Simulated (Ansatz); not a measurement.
A series of calculations on GaH₄O₂Cl

**1. Relaxation**

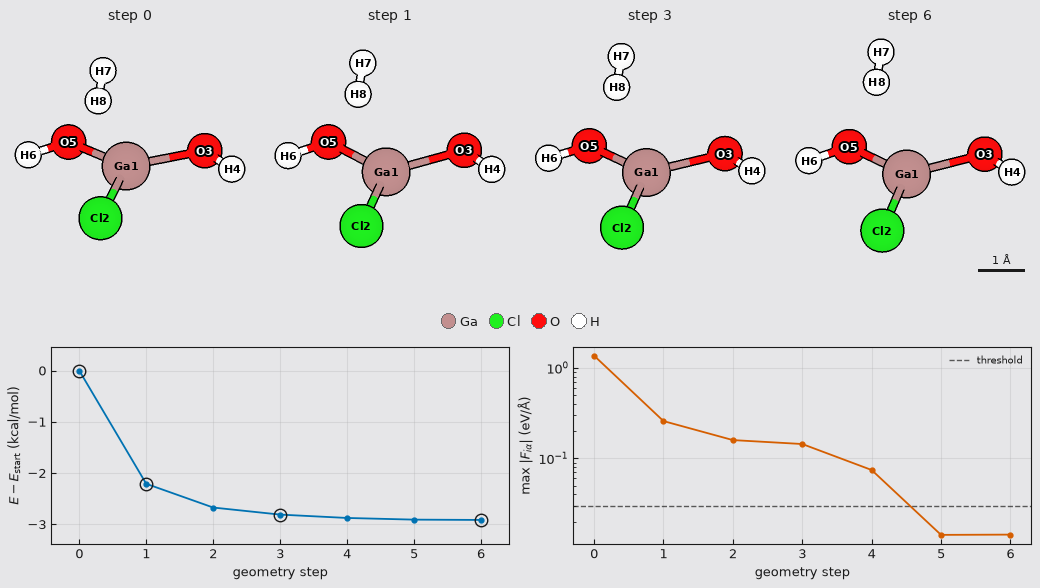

Frames of a relaxation of GaH₄O₂Cl, marked on the history of the run. A ball-and-stick model, seen from a free direction.

The run prepares an end point of a later path (reaction) calculation, from a guessed geometry.

These are results of RKS revPBE/def2-SVP (Ansatz), not measurements. Set-up: no spin polarisation; force threshold 0.03 eV/Å; at most 50 steps.

Q: What happens along the run?

A: After 6 geometry steps the energy has fallen by 2.91 kcal/mol. Largest force component: 1.4 eV/Å at the start, 0.014 eV/Å at the end. The atom that moves furthest after the best rigid fit is H8 (0.56 Å). By element the largest moves are H 0.56 Å, Cl 0.35 Å, Ga 0.21 Å, O 0.13 Å. Near-neighbour distances that change, for instance: Ga1–Cl2 2.223 → 2.179 Å, H7–H8 0.722 → 0.765 Å. Cost: 14 s on 2 threads of Arm Neoverse V2, on a shared host, peak memory 0.14 GiB. From step 0 to 1: Cl2 moves most (0.20 Å), energy −2.21 kcal/mol. From step 1 to 3: H8 moves most (0.26 Å), energy −0.60 kcal/mol. From step 3 to 6: H8 moves most (0.15 Å), energy −0.10 kcal/mol.

Limits of the set-up: the start holds two separate molecules, 2.5 Å apart at their closest, whose relative position is a soft coordinate and is computed without a dispersion correction.

**2. Relaxation**

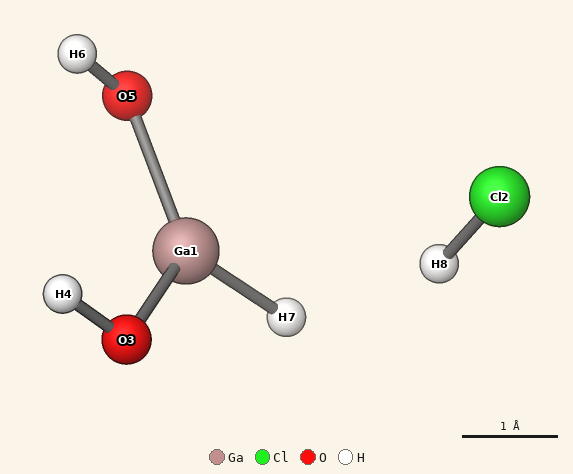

Starting structure of GaH4O2Cl. The picture is a ball-and-stick view, seen at a tilt.

The run prepares an end point of a later path (reaction) calculation, from a guessed geometry.

Level of theory: Ansatz 0.2.0, RKS revPBE/def2-SVP.

Input file:
```yaml
crystal:
  periodic: [false, false, false]
  atoms:
    - { symbol: Ga, position_ang: [0.000867, 0.507209, -0.354586] }
    - { symbol: Cl, position_ang: [0.034583, 0.341005, 3.080567] }
    - { symbol: O, position_ang: [1.563588, -0.269466, -0.842357] }
    - { symbol: H, position_ang: [1.449371, -1.105577, -1.332185] }
    - { symbol: O, position_ang: [-1.62945, -0.145793, -0.801125] }
    - { symbol: H, position_ang: [-1.608072, -1.068391, -1.121477] }
    - { symbol: H, position_ang: [0.068539, 1.882416, 0.401928] }
    - { symbol: H, position_ang: [0.065874, 1.341196, 2.186235] }
basis:
  gaussian: { orbitals: def2-SVP }
hamiltonian:
  xc: revpbe
relax:
  f_tol: 0.03
  max_steps: 50
```

Run as
```bash
ansatz run input.yaml --threads 2 --pin off --max-ram 3072MiB --backend cpu --events-out ev --progress --plain --runs-dir out
```

Q: Predict the outcome.

A: After 9 accepted moves (10 points after the start) the energy has fallen by 2.20 kcal/mol. Largest force component: 0.7 eV/Å at the start, 0.0045 eV/Å at the end. The line search rejected the trial step at point 3 of the run. The largest move after the best rigid fit is that of H8, 0.66 Å. Largest moves by element: H 0.66 Å, Cl 0.42 Å, Ga 0.15 Å, O 0.03 Å. Among the contacts that change: Ga1–Cl2 3.439 → 3.245 Å, Cl2–H8 1.342 → 1.298 Å, Ga1–H7 1.571 → 1.563 Å, Ga1–O3 1.812 → 1.818 Å. Among the angles between lasting bonds that change: O3–Ga1–O5 123.7° → 120.8°.

Final geometry:

```xyz
8

Ga   -0.0071    0.6085   -0.4654
Cl    0.0571    0.0911    2.7377
O     1.5378   -0.2625   -0.8637
H     1.4001   -1.1891   -1.1332
O    -1.6202   -0.1676   -0.7816
H    -1.5525   -1.1006   -1.0556
H     0.0482    2.1177   -0.0635
H     0.0819    1.3850    2.8424
```

After the run, drawn alike:

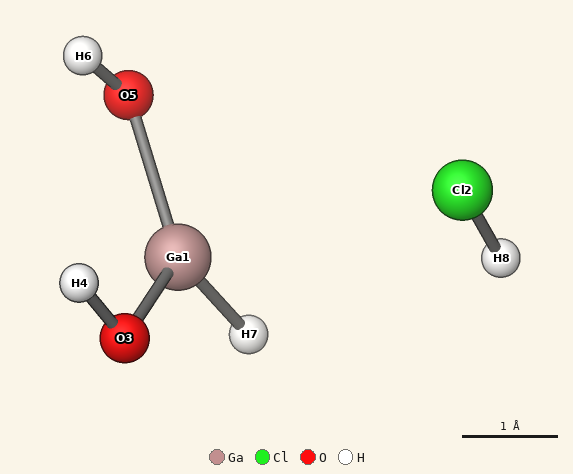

**3. Path**

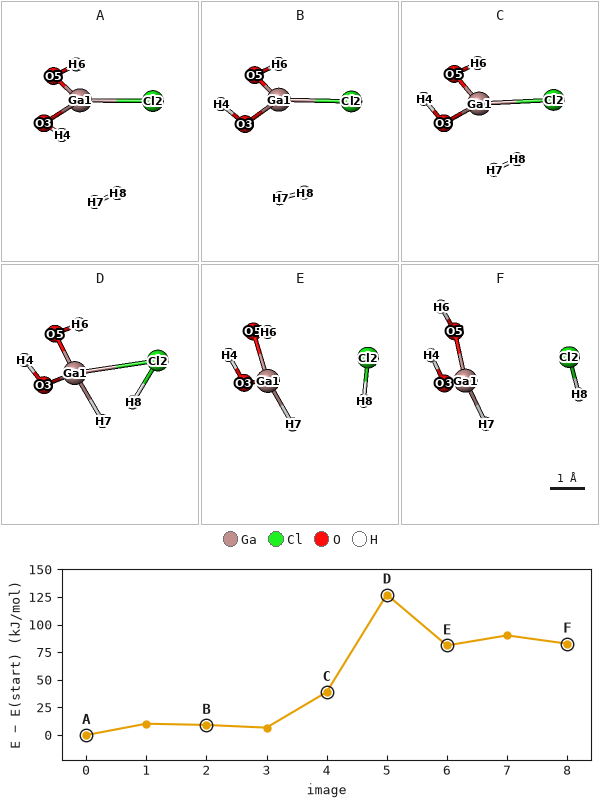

A nudged-elastic-band calculation for GaH4O2Cl, made up at the start of GaH₂O₂Cl and H2. Images are numbered from 0 (start) to 8 (end). Frames A to F are images 0, 2, 4, 5, 6, 8. A ball-and-stick model, seen from a free direction.

Method: Ansatz 0.2.0, RKS revPBE/def2-SVP. Settings: 7 movable images; climbing image; force threshold 0.05 eV/Å; iteration limit 60; starting path through a guess of the saddle point.

### Describe the mechanism and the energy profile.

The path has more than one stage, and so few images may leave a stage unresolved. Breaking: Ga1–Cl2 (2.18 → 2.53 at the top → 3.25 Å), H7–H8 (0.77 → 1.11 at the top → 3.00 Å). Forming: Cl2–H8 (3.35 → 1.56 at the top → 1.30 Å), Ga1–H7 (3.47 → 1.72 at the top → 1.56 Å). The highest point, image 5, lies 127.3 kJ/mol above the start and 44.5 kJ/mol above the end; the end is at +82.8 kJ/mol relative to the start. The profile has 3 maxima (images 1, 5, 7) with a dip at image 6 (+81.2 kJ/mol), so the process runs in steps. The band converged in 21 iterations. The largest component of the band force went from 11 to 0.05 eV/Å. The climbing image converged on the top of the path. Its vibrational analysis gives one imaginary mode (742i cm⁻¹), as a transition state must have.

Limits of the set-up: the start holds two separate molecules, 3.3 Å apart at their closest, whose relative position is a soft coordinate and is computed without a dispersion correction.

Cost: 4.1 min on 2 threads of Arm Neoverse V2, on a shared host, peak memory 0.14 GiB.
